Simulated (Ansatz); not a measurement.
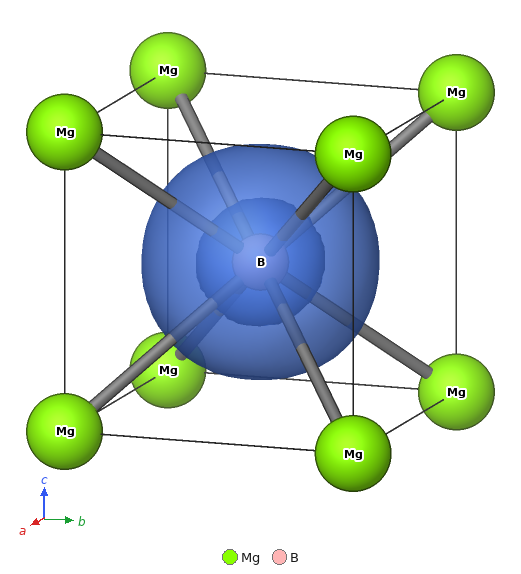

Figure 1: MgB. Isosurface of the ELF at 0.65 (blue), seen at an oblique angle. Core shells and regions of very low density are left out. Sticks mark near contacts.

Space group Pm-3m; a generated structure, not necessarily the stable one.

Method: Kohn-Sham DFT of a periodic cell, PBE, Ansatz PAW earlier set (Ansatz).

Core electrons are frozen (PAW), and the valence fields are smoothed inside the atomic spheres.

```cif
data_structure
_symmetry_space_group_name_H-M 'P 1'
_symmetry_Int_Tables_number 1
_cell_length_a 2.8952
_cell_length_b 2.8952
_cell_length_c 2.8952
_cell_angle_alpha 90.000
_cell_angle_beta 90.000
_cell_angle_gamma 90.000
_cell_volume 24.27
loop_
_atom_site_label
_atom_site_type_symbol
_atom_site_fract_x
_atom_site_fract_y
_atom_site_fract_z
_atom_site_occupancy
Mg1 Mg 0.00000 0.00000 0.00000 1
B1 B 0.50000 0.50000 0.50000 1
```

**What do the ELF domains correspond to?**

The surface consists of one region wrapped around B (its valence shell), counted in one cell of 2 atoms. Regions shared between cells count once.

Values along the shortest contacts:
Mg–B (2.51 Å): the ELF peaks at about 0.75 in the valence shell of B, 0.8 Å from its nucleus, and is about 0.50 at the midpoint.
